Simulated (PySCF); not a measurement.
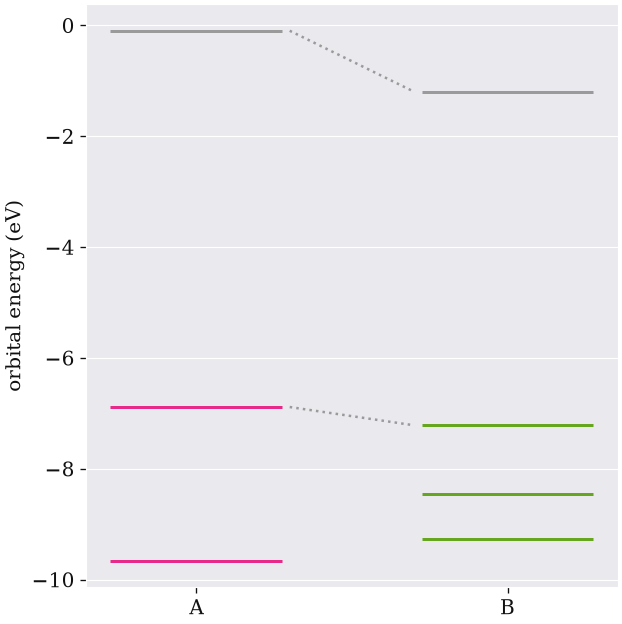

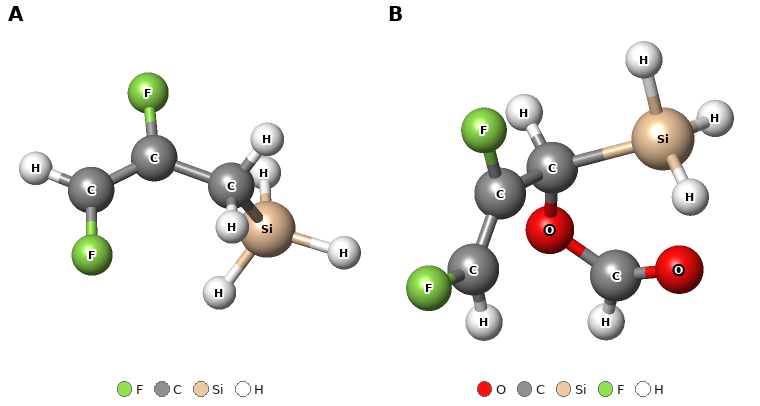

Related molecules: A is C₃H₆F₂Si, SMILES F/C=C(/F)C[SiH3]; B is C₄H₆F₂O₂Si, SMILES O=CO[C@H]([SiH3])/C(F)=C/F. Frontier orbital energies, B3LYP/def2-SVPD with PySCF 2.14.0, at a GFN2-xTB geometry (no frequency check); drawn are at most three filled levels and, in grey, the LUMO with any level within 0.03 eV of it; dotted lines join the HOMOs and the LUMOs.

### What does the change do to the frontier levels?

From A to B the HOMO falls by 0.33 eV and the LUMO falls by 1.10 eV, so the separation goes from 6.79 to 6.02 eV.

Caveats, for all or some of the runs: one conformer of a flexible molecule; the tight-binding geometry is rougher than a DFT one and adds to the error.
